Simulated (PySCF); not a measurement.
SMILES CC(=O)CC#N at its GFN2-xTB optimised geometry (Å):

```
11

C     -0.5538    -1.2508    -0.0138
C      0.2958    -0.0144     0.0000
O      1.4949    -0.0144     0.0000
C     -0.4978     1.2988     0.0000
C     -1.4949     1.3181     1.0355
N     -2.2814     1.3207     1.8645
H     -1.2254    -1.2373    -0.8695
H      0.0733    -2.1367    -0.0541
H     -1.1656    -1.2777     0.8866
H      0.1901     2.1367     0.1415
H     -0.9946     1.4049    -0.9690
```

Calculation: B3LYP/def2-TZVP in PySCF. Cells within 0.4 Å of a nucleus heavier than hydrogen are left out (blank, or x).

Map of the Laplacian of the electron density (e/bohr⁵), clipped to [-1.50, 1.50] on the plane z = 0.0 Å:

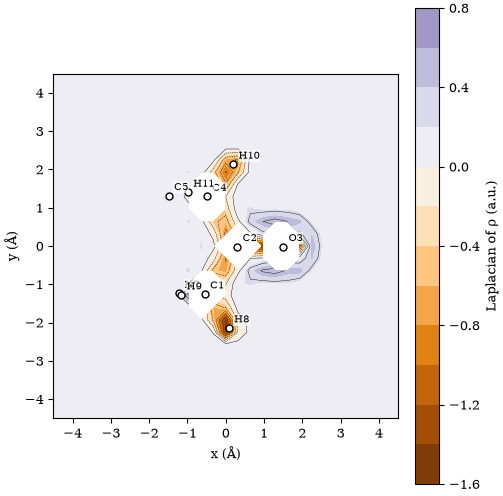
Figure: Laplacian of the electron density (e/bohr⁵), clipped to [-1.50, 1.50] on the plane z = 0.0 Å.
